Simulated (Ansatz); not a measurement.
Band structure of YMg (P-3m1, 4 atoms in the cell).

```
CELL_PARAMETERS angstrom
      3.41705     0.00000     0.00000
     -1.70853     2.95925     0.00000
      0.00000     0.00000    11.24178
ATOMIC_POSITIONS crystal
  Y  0.66667 0.33333 0.87089
  Y  0.33333 0.66667 0.12911
  Mg 0.33333 0.66667 0.61802
  Mg 0.66667 0.33333 0.38198
```

Level of theory: LDA (PW92), PAW files made with PBE (plane waves; Ansatz, an electronic-structure program).

Settings: kpoints.mp_grid.grid = 8 8 2; hamiltonian.xc = lda; hamiltonian.pseudopotentials = {kind: paw} (the program's default PAW files); scf.occupations.method = gaussian; scf.occupations.width = 0.2 eV; kpoints.band_path.npoints = 8.

The starting cell comes from a database of computed structures (which also holds hypothetical and non-ambient phases and stackings), without a prior relaxation at this level.

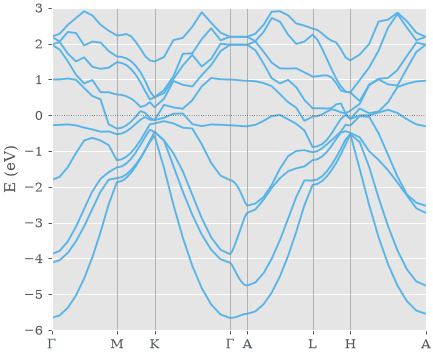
*Bands along the path, energies from the Fermi level.*

Levels in eV from the Fermi level, bands 18 to 25:
| point | 18 | 19 | 20 | 21 | 22 | 23 | 24 | 25 |
|---|---|---|---|---|---|---|---|---|
| Γ | -4.12 | -3.88 | -1.81 | -0.28 | 1.00 | 1.97 | 1.97 | 2.19 |
| M | -1.76 | -1.46 | -1.26 | -0.53 | -0.37 | 0.58 | 1.48 | 1.64 |
| K | -0.46 | -0.46 | -0.23 | -0.13 | -0.13 | 0.22 | 0.50 | 0.50 |
| A | -4.76 | -2.73 | -2.53 | -0.31 | 0.96 | 1.97 | 1.97 | 2.19 |
| L | -1.83 | -1.26 | -1.03 | -0.89 | -0.04 | 0.19 | 1.08 | 2.25 |
| H | -0.53 | -0.49 | -0.29 | -0.10 | -0.10 | 0.12 | 0.64 | 0.64 |

Bands cross the Fermi level along this path, so the cell is metallic at this level.

Keys are those of Ansatz 0.2.
